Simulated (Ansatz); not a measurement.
# SiP+ (triplet): PBE, r2SCAN, PBE0, B3LYP, CAM-B3LYP, wB97M-V, B2PLYP, PBE-QIDH, RPA-PBE over vertical gaps between states, 6-31G

Aim: run SiP+ (triplet) with these functionals over vertical gaps between states, and hold them against the top wave-function level at the same points.

Program: Ansatz 0.2.0, Gaussian basis. Level of theory: 6-31G, all electrons in the functionals, frozen cores in the correlation of double hybrids and RPA. These are calculated values, not measurements.

To be run: PBE, r2SCAN, PBE0, B3LYP, CAM-B3LYP, wB97M-V, B2PLYP, PBE-QIDH, RPA-PBE, at charge 1, triplet; charge 1, singlet; charge 1, quintet (not every functional at every point).

10 further runs of the same task are left out: 6 that didn't finish, 4 set aside as unsound or not needed.

### 1 What is computed

The geometry is a PBE0/def2-TZVP stationary point (not a proven minimum).

2 atoms, charge 1, spin multiplicity 3.

Atoms are counted from 1 here; the program's logs count them from 0.

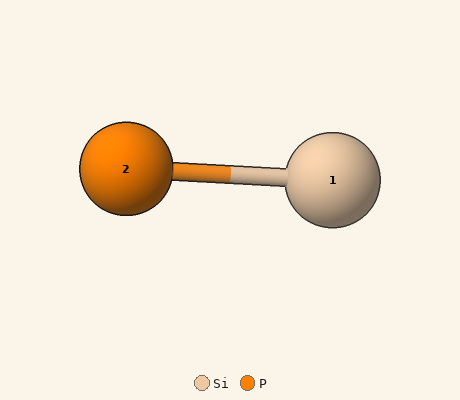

The structure; silicon light orange, phosphorus orange; atoms are numbered from 1 in the order of the file.

Coordinates:

```xyz
2

Si    0.0000    0.0000    0.0000
P     0.0000    0.0000    2.2166
```

No dispersion term is added; wB97M-V holds VV10 nonlocal correlation. B3LYP takes the VWN-RPA correlation.

The geometry shown and the zero of energy belong to the point charge 1, triplet. The yardstick, FCI, and other wave-function levels (R restricted, U unrestricted, valence and pair active spaces) come from earlier runs.

### 2 PBE, charge 1, triplet

in.yaml

```yaml
crystal:
  periodic: [false, false, false]
  atoms:
    - {symbol: Si, position_ang: [0.000000, 0.000000, 0.000000]}
    - {symbol: P, position_ang: [0.000000, 0.000000, 2.216600]}
basis:
  gaussian: {orbitals: 6-31G}
total_charge: 1
magnetization: {spin_polarized: true, initial_magnetization: 2}
hamiltonian: {xc: {name: PBE}}
output: {orbitals: {seedname: orbitals}}
```

Launch:

```sh
$ ansatz run in.yaml --threads 1 --pin off --events-out ev --progress --plain --max-ram 2393MiB
```

What it wrote:

```text
Functional definition: PBE
  name "PBE"
  cite "Perdew, Burke & Ernzerhof, Phys. Rev. Lett. 77, 3865 (1996) doi:10.1103/PhysRevLett.77.3865"
  parent pbe
  parameter kappa = 0.804
  parameter beta = 0.06672455060314922
  exchange = pbe_x(kappa = kappa, mu = beta*pi^2/3)
  correlation = pbe_c(beta = beta)
280 factors; integrals over basis functions are off by at most 1.2e-4 eV
mean field evaluation 1: about -17139.5477 eV, gradient 2.3e1 eV
mean field evaluation 2: about -17093.9309 eV, gradient 5.8e1 eV
mean field evaluation 4: about -17144.8441 eV, gradient 8.9e-1 eV
mean field evaluation 8: about -17144.8520 eV, gradient 3.2e-2 eV
mean field evaluation 16: about -17144.8520 eV, gradient 2.6e-5 eV
mean field evaluation 32: about -17144.5450 eV, gradient 3.2e0 eV
mean field evaluation 64: about -17144.8165 eV, gradient 2.2e-1 eV
mean field -17144.85198072 eV, -630.0616890935 hartree, gradient 5.8e-7 eV, S^2 2.002185; 5 other end points of the search recorded, 0 dependent functions left out
reference -17144.85200787 eV, -630.0616900912 hartree; 15, 13 occupied and 11, 13 virtual orbitals, 280 factors
Total energy: -17144.85200787 eV, -630.0616900912 hartree
```

Run time: 1.9 s. Hardware: 1 thread of Arm Neoverse V1, shared host.

From the report: ⟨S²⟩ of the determinant 2.002 (pure triplet: 2.00).

### 3 PBE, charge 1, singlet

in.yaml: that of step 2 with these lines changed.

```diff
@@ -8,3 +8,3 @@
 total_charge: 1
-magnetization: {spin_polarized: true, initial_magnetization: 2}
+magnetization: {spin_polarized: true, initial_magnetization: 0}
 hamiltonian: {xc: {name: PBE}}
```

Same command.

What it wrote, shortened:

```text
Functional definition: PBE
  name "PBE"
  cite "Perdew, Burke & Ernzerhof, Phys. Rev. Lett. 77, 3865 (1996) doi:10.1103/PhysRevLett.77.3865"
  parent pbe
[...]
280 factors; integrals over basis functions are off by at most 1.2e-4 eV
[...]
mean field -17144.55121051 eV, -630.0506359921 hartree, gradient 1.7e-7 eV, S^2 1.000001; 14 other end points of the search recorded, 0 dependent functions left out
reference -17144.55123666 eV, -630.0506369529 hartree; 14, 14 occupied and 12, 12 virtual orbitals, 280 factors
Total energy: -17144.55123666 eV, -630.0506369529 hartree
```

Wall time 7 s (1 thread of Arm Neoverse V1, shared host).

From the report: ⟨S²⟩ of the determinant 1.000 (pure singlet: 0.00). The determinant is far from a pure spin state, so its energy mixes those of several spin states (harmless only where they are near-degenerate, as at dissociation).

From charge 1, triplet: +6.9 kcal/mol.

### 4 PBE, charge 1, quintet

in.yaml: that of step 3 with these lines changed.

```diff
@@ -8,3 +8,3 @@
 total_charge: 1
-magnetization: {spin_polarized: true, initial_magnetization: 0}
+magnetization: {spin_polarized: true, initial_magnetization: 4}
 hamiltonian: {xc: {name: PBE}}
```

The command is unchanged.

What it wrote:

```text
Functional definition: PBE
  name "PBE"
  cite "Perdew, Burke & Ernzerhof, Phys. Rev. Lett. 77, 3865 (1996) doi:10.1103/PhysRevLett.77.3865"
  parent pbe
  parameter kappa = 0.804
  parameter beta = 0.06672455060314922
  exchange = pbe_x(kappa = kappa, mu = beta*pi^2/3)
  correlation = pbe_c(beta = beta)
280 factors; integrals over basis functions are off by at most 1.2e-4 eV
mean field evaluation 1: about -17142.1961 eV, gradient 9.3e0 eV
mean field evaluation 2: about -17138.9101 eV, gradient 1.9e1 eV
mean field evaluation 4: about -17143.0488 eV, gradient 1.6e0 eV
mean field evaluation 8: about -17143.0762 eV, gradient 8.9e-3 eV
mean field evaluation 16: about -17143.0850 eV, gradient 4.3e-3 eV
mean field -17143.07624839 eV, -629.9964321339 hartree, gradient 1.6e-5 eV, S^2 6.001394; 1 other end points of the search recorded, 0 dependent functions left out
reference -17143.07627885 eV, -629.9964332532 hartree; 16, 12 occupied and 10, 14 virtual orbitals, 280 factors
Total energy: -17143.07627885 eV, -629.9964332532 hartree
```

Run time: 0.85 s. Hardware: 1 thread of Arm Neoverse V1, shared host.

From the report: ⟨S²⟩ of the determinant 6.001 (pure quintet: 6.00).

From charge 1, triplet: +40.9 kcal/mol.

### 5 r2SCAN, charge 1, triplet

in.yaml

```yaml
crystal:
  periodic: [false, false, false]
  atoms:
    - {symbol: Si, position_ang: [0.000000, 0.000000, 0.000000]}
    - {symbol: P, position_ang: [0.000000, 0.000000, 2.216600]}
basis:
  gaussian: {orbitals: 6-31G}
total_charge: 1
magnetization: {spin_polarized: true, initial_magnetization: 2}
hamiltonian: {xc: {name: r2SCAN}}
output: {forces: true}
```

The command is unchanged.

What it wrote, shortened:

```text
Functional definition: r2SCAN
  name "r2SCAN"
  cite "Furness, Kaplan, Ning, Perdew & Sun, J. Phys. Chem. Lett. 11, 8208 (2020) doi:10.1021/acs.jpclett.0c02405"
  cite "Furness, Kaplan, Ning, Perdew & Sun, J. Phys. Chem. Lett. 11, 9248 (2020) doi:10.1021/acs.jpclett.0c03077"
  parent r2scan
[...]
280 factors; integrals over basis functions are off by at most 1.2e-4 eV
[...]
mean field -17151.40652449 eV, -630.3025641341 hartree, gradient 1.2e-6 eV, S^2 2.003972; 4 other end points of the search recorded, 0 dependent functions left out
[...]
reference -17151.40653451 eV, -630.3025645025 hartree; 15, 13 occupied and 11, 13 virtual orbitals, 280 factors
Total energy: -17151.40653451 eV, -630.3025645025 hartree
Atom 0 at     0.000000     0.000000     0.000000 Å, force    -0.000000     0.000000    -1.944825 eV/Å
Atom 1 at     0.000000     0.000000     2.216600 Å, force     0.000000    -0.000000     1.944825 eV/Å
Dipole moment:    -0.000000     0.000000    -0.372023 e Å
```

Run time: 6 s. Hardware: 1 thread of Arm Neoverse V1, shared host.

From the report: ⟨S²⟩ of the determinant 2.004 (pure triplet: 2.00).

### 6 r2SCAN, charge 1, singlet

in.yaml: that of step 5 with these lines changed.

```diff
@@ -8,3 +8,3 @@
 total_charge: 1
-magnetization: {spin_polarized: true, initial_magnetization: 2}
+magnetization: {spin_polarized: true, initial_magnetization: 0}
 hamiltonian: {xc: {name: r2SCAN}}
```

Same command.

What it wrote, shortened:

```text
Functional definition: r2SCAN
  name "r2SCAN"
  cite "Furness, Kaplan, Ning, Perdew & Sun, J. Phys. Chem. Lett. 11, 8208 (2020) doi:10.1021/acs.jpclett.0c02405"
  cite "Furness, Kaplan, Ning, Perdew & Sun, J. Phys. Chem. Lett. 11, 9248 (2020) doi:10.1021/acs.jpclett.0c03077"
  parent r2scan
[...]
280 factors; integrals over basis functions are off by at most 1.2e-4 eV
[...]
mean field -17151.11552541 eV, -630.2918701152 hartree, gradient 1.6e-6 eV, S^2 1.000002; 15 other end points of the search recorded, 0 dependent functions left out
[...]
reference -17151.11553515 eV, -630.2918704731 hartree; 14, 14 occupied and 12, 12 virtual orbitals, 280 factors
Total energy: -17151.11553515 eV, -630.2918704731 hartree
Atom 0 at     0.000000     0.000000     0.000000 Å, force    -0.000000     0.000000    -1.950391 eV/Å
Atom 1 at     0.000000     0.000000     2.216600 Å, force     0.000000    -0.000000     1.950391 eV/Å
Dipole moment:    -0.000000     0.000000    -0.337827 e Å
```

Wall time 23 s (1 thread of Arm Neoverse V1, shared host).

From the report: ⟨S²⟩ of the determinant 1.000 (pure singlet: 0.00). The determinant is far from a pure spin state, so its energy mixes those of several spin states (harmless only where they are near-degenerate, as at dissociation).

From charge 1, triplet: +6.7 kcal/mol.

### 7 r2SCAN, charge 1, quintet

in.yaml: that of step 6 with these lines changed.

```diff
@@ -8,3 +8,3 @@
 total_charge: 1
-magnetization: {spin_polarized: true, initial_magnetization: 0}
+magnetization: {spin_polarized: true, initial_magnetization: 4}
 hamiltonian: {xc: {name: r2SCAN}}
```

Same command.

What it wrote, shortened:

```text
Functional definition: r2SCAN
  name "r2SCAN"
  cite "Furness, Kaplan, Ning, Perdew & Sun, J. Phys. Chem. Lett. 11, 8208 (2020) doi:10.1021/acs.jpclett.0c02405"
  cite "Furness, Kaplan, Ning, Perdew & Sun, J. Phys. Chem. Lett. 11, 9248 (2020) doi:10.1021/acs.jpclett.0c03077"
  parent r2scan
[...]
280 factors; integrals over basis functions are off by at most 1.2e-4 eV
[...]
mean field -17149.85139635 eV, -630.2454142292 hartree, gradient 8.7e-6 eV, S^2 6.003197; 1 other end points of the search recorded, 0 dependent functions left out
[...]
reference -17149.85140702 eV, -630.2454146213 hartree; 16, 12 occupied and 10, 14 virtual orbitals, 280 factors
Total energy: -17149.85140702 eV, -630.2454146213 hartree
Atom 0 at     0.000000     0.000000     0.000000 Å, force    -0.000000     0.000000    -3.356475 eV/Å
Atom 1 at     0.000000     0.000000     2.216600 Å, force     0.000000    -0.000000     3.356475 eV/Å
Dipole moment:    -0.000000    -0.000000    -0.243822 e Å
```

It took 2.3 s on 1 thread of Arm Neoverse V1, shared host.

From the report: ⟨S²⟩ of the determinant 6.003 (pure quintet: 6.00).

From charge 1, triplet: +35.9 kcal/mol.

### 8 PBE0, charge 1, triplet

in.yaml

```yaml
crystal:
  periodic: [false, false, false]
  atoms:
    - {symbol: Si, position_ang: [0.000000, 0.000000, 0.000000]}
    - {symbol: P, position_ang: [0.000000, 0.000000, 2.216600]}
basis:
  gaussian: {orbitals: 6-31G}
total_charge: 1
magnetization: {spin_polarized: true, initial_magnetization: 2}
hamiltonian: {xc: {name: PBE0}}
output: {forces: true, orbitals: {seedname: orbitals}}
```

Same command.

What it wrote, shortened:

```text
Functional definition: PBE0
  name "PBE0"
  cite "Adamo & Barone, J. Chem. Phys. 110, 6158 (1999) doi:10.1063/1.478522"
  cite "Perdew, Burke & Ernzerhof, Phys. Rev. Lett. 77, 3865 (1996) doi:10.1103/PhysRevLett.77.3865"
  parent pbe
[...]
280 factors; integrals over basis functions are off by at most 1.2e-4 eV
[...]
mean field -17146.12955607 eV, -630.1086391214 hartree, gradient 3.7e-6 eV, S^2 2.002785; 3 other end points of the search recorded, 0 dependent functions left out
[...]
reference -17146.12957627 eV, -630.1086398639 hartree; 15, 13 occupied and 11, 13 virtual orbitals, 280 factors
Total energy: -17146.12957627 eV, -630.1086398639 hartree
Atom 0 at     0.000000     0.000000     0.000000 Å, force     0.000000     0.000000    -1.810031 eV/Å
Atom 1 at     0.000000     0.000000     2.216600 Å, force    -0.000000    -0.000000     1.810031 eV/Å
Dipole moment:    -0.000000     0.000000    -0.409488 e Å
```

Run time: 1.6 s. Hardware: 1 thread of Arm Neoverse V1, shared host.

From the report: ⟨S²⟩ of the determinant 2.003 (pure triplet: 2.00).

### 9 PBE0, charge 1, singlet

in.yaml: that of step 8 with these lines changed.

```diff
@@ -8,3 +8,3 @@
 total_charge: 1
-magnetization: {spin_polarized: true, initial_magnetization: 2}
+magnetization: {spin_polarized: true, initial_magnetization: 0}
 hamiltonian: {xc: {name: PBE0}}
```

Launched as before.

What it wrote, shortened:

```text
Functional definition: PBE0
  name "PBE0"
  cite "Adamo & Barone, J. Chem. Phys. 110, 6158 (1999) doi:10.1063/1.478522"
  cite "Perdew, Burke & Ernzerhof, Phys. Rev. Lett. 77, 3865 (1996) doi:10.1103/PhysRevLett.77.3865"
  parent pbe
[...]
280 factors; integrals over basis functions are off by at most 1.2e-4 eV
[...]
mean field -17145.80070699 eV, -630.0965541409 hartree, gradient 4.4e-7 eV, S^2 1.000000; 11 other end points of the search recorded, 0 dependent functions left out
[...]
reference -17145.80072643 eV, -630.0965548552 hartree; 14, 14 occupied and 12, 12 virtual orbitals, 280 factors
Total energy: -17145.80072643 eV, -630.0965548552 hartree
Atom 0 at     0.000000     0.000000     0.000000 Å, force     0.000000     0.000000    -1.812972 eV/Å
Atom 1 at     0.000000     0.000000     2.216600 Å, force    -0.000000    -0.000000     1.812972 eV/Å
Dipole moment:    -0.000000     0.000000    -0.378196 e Å
```

Run time: 4.4 s. Hardware: 1 thread of Arm Neoverse V1, shared host.

From the report: ⟨S²⟩ of the determinant 1.000 (pure singlet: 0.00). The determinant is far from a pure spin state, so its energy mixes those of several spin states (harmless only where they are near-degenerate, as at dissociation).

From charge 1, triplet: +7.6 kcal/mol.

### 10 PBE0, charge 1, quintet

in.yaml: that of step 9 with these lines changed.

```diff
@@ -8,3 +8,3 @@
 total_charge: 1
-magnetization: {spin_polarized: true, initial_magnetization: 0}
+magnetization: {spin_polarized: true, initial_magnetization: 4}
 hamiltonian: {xc: {name: PBE0}}
```

Launched as before.

What it wrote, shortened:

```text
Functional definition: PBE0
  name "PBE0"
  cite "Adamo & Barone, J. Chem. Phys. 110, 6158 (1999) doi:10.1063/1.478522"
  cite "Perdew, Burke & Ernzerhof, Phys. Rev. Lett. 77, 3865 (1996) doi:10.1103/PhysRevLett.77.3865"
  parent pbe
[...]
280 factors; integrals over basis functions are off by at most 1.2e-4 eV
[...]
mean field -17144.54371168 eV, -630.0503604153 hartree, gradient 5.6e-5 eV, S^2 6.004053; 0 other end points of the search recorded, 0 dependent functions left out
[...]
reference -17144.54373443 eV, -630.0503612510 hartree; 16, 12 occupied and 10, 14 virtual orbitals, 280 factors
Total energy: -17144.54373443 eV, -630.0503612510 hartree
Atom 0 at     0.000000     0.000000     0.000000 Å, force     0.000000    -0.000000    -3.408981 eV/Å
Atom 1 at     0.000000     0.000000     2.216600 Å, force    -0.000000     0.000000     3.408981 eV/Å
Dipole moment:    -0.000000    -0.000000    -0.237867 e Å
```

Wall time 0.75 s (1 thread of Arm Neoverse V1, shared host).

From the report: ⟨S²⟩ of the determinant 6.004 (pure quintet: 6.00).

From charge 1, triplet: +36.6 kcal/mol.

### 11 B3LYP, charge 1, triplet

in.yaml

```yaml
crystal:
  periodic: [false, false, false]
  atoms:
    - {symbol: Si, position_ang: [0.000000, 0.000000, 0.000000]}
    - {symbol: P, position_ang: [0.000000, 0.000000, 2.216600]}
basis:
  gaussian: {orbitals: 6-31G}
total_charge: 1
magnetization: {spin_polarized: true, initial_magnetization: 2}
hamiltonian: {xc: {name: B3LYP}}
```

Same command.

What it wrote, shortened:

```text
Functional definition: B3LYP
  name "B3LYP"
  cite "Stephens, Devlin, Chabalowski & Frisch, J. Phys. Chem. 98, 11623 (1994) doi:10.1021/j100096a001"
  cite "Becke, Phys. Rev. A 38, 3098 (1988) doi:10.1103/PhysRevA.38.3098"
  cite "Lee, Yang & Parr, Phys. Rev. B 37, 785 (1988) doi:10.1103/PhysRevB.37.785"
  cite "Vosko, Wilk & Nusair, Can. J. Phys. 58, 1200 (1980) doi:10.1139/p80-159"
[...]
280 factors; integrals over basis functions are off by at most 1.2e-4 eV
[...]
mean field -17154.05638983 eV, -630.3999448894 hartree, gradient 3.8e-6 eV, S^2 2.001992; 4 other end points of the search recorded, 0 dependent functions left out
reference -17154.05656305 eV, -630.3999512548 hartree; 15, 13 occupied and 11, 13 virtual orbitals, 280 factors
Total energy: -17154.05656305 eV, -630.3999512548 hartree
```

Run time: 1.7 s. Hardware: 1 thread of Arm Neoverse V1, shared host.

From the report: ⟨S²⟩ of the determinant 2.002 (pure triplet: 2.00).

### 12 B3LYP, charge 1, singlet

in.yaml: that of step 11 with these lines changed.

```diff
@@ -8,3 +8,3 @@
 total_charge: 1
-magnetization: {spin_polarized: true, initial_magnetization: 2}
+magnetization: {spin_polarized: true, initial_magnetization: 0}
 hamiltonian: {xc: {name: B3LYP}}
```

Same command.

What it wrote, shortened:

```text
Functional definition: B3LYP
  name "B3LYP"
  cite "Stephens, Devlin, Chabalowski & Frisch, J. Phys. Chem. 98, 11623 (1994) doi:10.1021/j100096a001"
  cite "Becke, Phys. Rev. A 38, 3098 (1988) doi:10.1103/PhysRevA.38.3098"
  cite "Lee, Yang & Parr, Phys. Rev. B 37, 785 (1988) doi:10.1103/PhysRevB.37.785"
  cite "Vosko, Wilk & Nusair, Can. J. Phys. 58, 1200 (1980) doi:10.1139/p80-159"
[...]
280 factors; integrals over basis functions are off by at most 1.2e-4 eV
[...]
mean field -17153.79471225 eV, -630.3903284157 hartree, gradient 1.8e-6 eV, S^2 1.000000; 13 other end points of the search recorded, 0 dependent functions left out
reference -17153.79488511 eV, -630.3903347678 hartree; 14, 14 occupied and 12, 12 virtual orbitals, 280 factors
Total energy: -17153.79488511 eV, -630.3903347678 hartree
```

Wall time 5 s (1 thread of Arm Neoverse V1, shared host).

From the report: ⟨S²⟩ of the determinant 1.000 (pure singlet: 0.00). The determinant is far from a pure spin state, so its energy mixes those of several spin states (harmless only where they are near-degenerate, as at dissociation).

From charge 1, triplet: +6.0 kcal/mol.

### 13 B3LYP, charge 1, quintet

in.yaml: that of step 12 with these lines changed.

```diff
@@ -8,3 +8,3 @@
 total_charge: 1
-magnetization: {spin_polarized: true, initial_magnetization: 0}
+magnetization: {spin_polarized: true, initial_magnetization: 4}
 hamiltonian: {xc: {name: B3LYP}}
```

Same command.

What it wrote, shortened:

```text
Functional definition: B3LYP
  name "B3LYP"
  cite "Stephens, Devlin, Chabalowski & Frisch, J. Phys. Chem. 98, 11623 (1994) doi:10.1021/j100096a001"
  cite "Becke, Phys. Rev. A 38, 3098 (1988) doi:10.1103/PhysRevA.38.3098"
  cite "Lee, Yang & Parr, Phys. Rev. B 37, 785 (1988) doi:10.1103/PhysRevB.37.785"
  cite "Vosko, Wilk & Nusair, Can. J. Phys. 58, 1200 (1980) doi:10.1139/p80-159"
[...]
280 factors; integrals over basis functions are off by at most 1.2e-4 eV
[...]
mean field -17152.24856058 eV, -630.3335083897 hartree, gradient 3.0e-5 eV, S^2 6.002742; 1 other end points of the search recorded, 0 dependent functions left out
reference -17152.24873695 eV, -630.3335148710 hartree; 16, 12 occupied and 10, 14 virtual orbitals, 280 factors
Total energy: -17152.24873695 eV, -630.3335148710 hartree
```

Wall time 0.81 s (1 thread of Arm Neoverse V1, shared host).

From the report: ⟨S²⟩ of the determinant 6.003 (pure quintet: 6.00).

From charge 1, triplet: +41.7 kcal/mol.

### 14 CAM-B3LYP, charge 1, triplet

in.yaml: that of step 13 with these lines changed.

```diff
@@ -8,3 +8,3 @@
 total_charge: 1
-magnetization: {spin_polarized: true, initial_magnetization: 4}
-hamiltonian: {xc: {name: B3LYP}}
+magnetization: {spin_polarized: true, initial_magnetization: 2}
+hamiltonian: {xc: {name: CAM-B3LYP}}
```

Same command.

What it wrote, shortened:

```text
Functional definition: CAM-B3LYP
  name "CAM-B3LYP"
  cite "Yanai, Tew & Handy, Chem. Phys. Lett. 393, 51 (2004) doi:10.1016/j.cplett.2004.06.011"
  cite "Iikura, Tsuneda, Yanai & Hirao, J. Chem. Phys. 115, 3540 (2001) doi:10.1063/1.1383587"
  cite "Becke, Phys. Rev. A 38, 3098 (1988) doi:10.1103/PhysRevA.38.3098"
  cite "Lee, Yang & Parr, Phys. Rev. B 37, 785 (1988) doi:10.1103/PhysRevB.37.785"
  cite "Vosko, Wilk & Nusair, Can. J. Phys. 58, 1200 (1980) doi:10.1139/p80-159"
[...]
  # Exact exchange under (alpha + beta erf(omega r))/r, Becke's under what is left of 1/r.
[...]
280 factors; integrals over basis functions are off by at most 1.2e-4 eV
124 factors; integrals over basis functions are off by at most 8.0e-6 eV
[...]
mean field -17153.09251547 eV, -630.3645231598 hartree, gradient 3.9e-6 eV, S^2 2.002250; 2 other end points of the search recorded, 0 dependent functions left out
reference -17153.09259914 eV, -630.3645262347 hartree; 15, 13 occupied and 11, 13 virtual orbitals, 280 factors
Total energy: -17153.09259914 eV, -630.3645262347 hartree
```

Run time: 1.8 s. Hardware: 1 thread of Arm Neoverse V1, shared host.

From the report: ⟨S²⟩ of the determinant 2.002 (pure triplet: 2.00).

### 15 CAM-B3LYP, charge 1, singlet

in.yaml: that of step 14 with these lines changed.

```diff
@@ -8,3 +8,3 @@
 total_charge: 1
-magnetization: {spin_polarized: true, initial_magnetization: 2}
+magnetization: {spin_polarized: true, initial_magnetization: 0}
 hamiltonian: {xc: {name: CAM-B3LYP}}
```

Same command.

What it wrote, shortened:

```text
Functional definition: CAM-B3LYP
  name "CAM-B3LYP"
  cite "Yanai, Tew & Handy, Chem. Phys. Lett. 393, 51 (2004) doi:10.1016/j.cplett.2004.06.011"
  cite "Iikura, Tsuneda, Yanai & Hirao, J. Chem. Phys. 115, 3540 (2001) doi:10.1063/1.1383587"
  cite "Becke, Phys. Rev. A 38, 3098 (1988) doi:10.1103/PhysRevA.38.3098"
  cite "Lee, Yang & Parr, Phys. Rev. B 37, 785 (1988) doi:10.1103/PhysRevB.37.785"
  cite "Vosko, Wilk & Nusair, Can. J. Phys. 58, 1200 (1980) doi:10.1139/p80-159"
[...]
  # Exact exchange under (alpha + beta erf(omega r))/r, Becke's under what is left of 1/r.
[...]
280 factors; integrals over basis functions are off by at most 1.2e-4 eV
124 factors; integrals over basis functions are off by at most 8.0e-6 eV
[...]
mean field -17152.81895710 eV, -630.3544700752 hartree, gradient 5.2e-6 eV, S^2 1.000000; 7 other end points of the search recorded, 0 dependent functions left out
reference -17152.81904088 eV, -630.3544731539 hartree; 14, 14 occupied and 12, 12 virtual orbitals, 280 factors
Total energy: -17152.81904088 eV, -630.3544731539 hartree
```

Run time: 4.3 s. Hardware: 1 thread of Arm Neoverse V1, shared host.

From the report: ⟨S²⟩ of the determinant 1.000 (pure singlet: 0.00). The determinant is far from a pure spin state, so its energy mixes those of several spin states (harmless only where they are near-degenerate, as at dissociation).

From charge 1, triplet: +6.3 kcal/mol.

(Part 1 of 2 ends here.)
